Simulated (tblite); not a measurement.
**Nudged elastic band of C$_{6}$H$_{10}$OS**

The run: nudged elastic band of C$_{6}$H$_{10}$OS. Method and program: GFN2-xTB climbing-image nudged elastic band, gas phase (tblite 0.8.0).

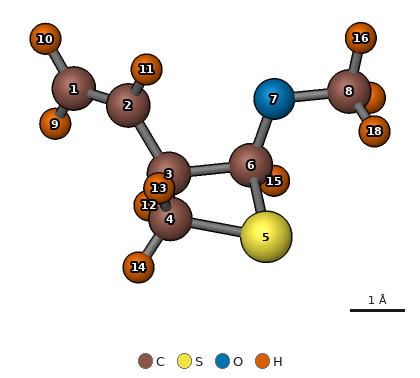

The structure as given in the input (ball-and-stick view, seen at a tilt; atoms are numbered from 1 in the order of the input).

### Summary

```csv
quantity,value
outcome,converged
forward barrier,0.150 eV
hardware,"1 CPU thread, shared host"
wall time,11 s
peak memory,0.19 GiB
```

### The input
```
{"job": {"kind": "neb", "xc": "GFN2-xTB", "basis": "xTB", "atoms": [2, 5, 6, 7], "turn": 120}, "charge": 0, "multiplicity": 1}
C     -2.331915     1.390680     0.906026
C     -1.368885     0.490149     0.846833
C     -0.846520    -0.086184    -0.426143
C     -0.938663    -1.615328    -0.529254
S      0.764174    -1.780759    -1.172645
C      0.686056    -0.014002    -0.591249
O      1.344903     0.203718     0.594707
C      2.747859     0.201770     0.472239
H     -2.806771     1.776265     0.018152
H     -2.689374     1.779561     1.843818
H     -0.896442     0.117524     1.744209
H     -1.329662     0.388740    -1.283405
H     -1.024913    -2.109175     0.436772
H     -1.686137    -1.998803    -1.218651
H      1.041296     0.659232    -1.383291
H      3.145023     0.349964     1.473473
H      3.084840     1.009212    -0.187881
H      3.096371    -0.756247     0.069873
```

The first line tells a small driver script what to run in tblite; the rest is the geometry in Å.

Launched with:
```bash
OMP_NUM_THREADS=1 python <driver script> task.json out
```

### What the program printed
```
image   E - E0 / eV
  0       0.0000
  1       0.0143
  2       0.0434
  3       0.0791
  4       0.1136
  5       0.1390
  6       0.1501
  7       0.1491
  8       0.1430
```
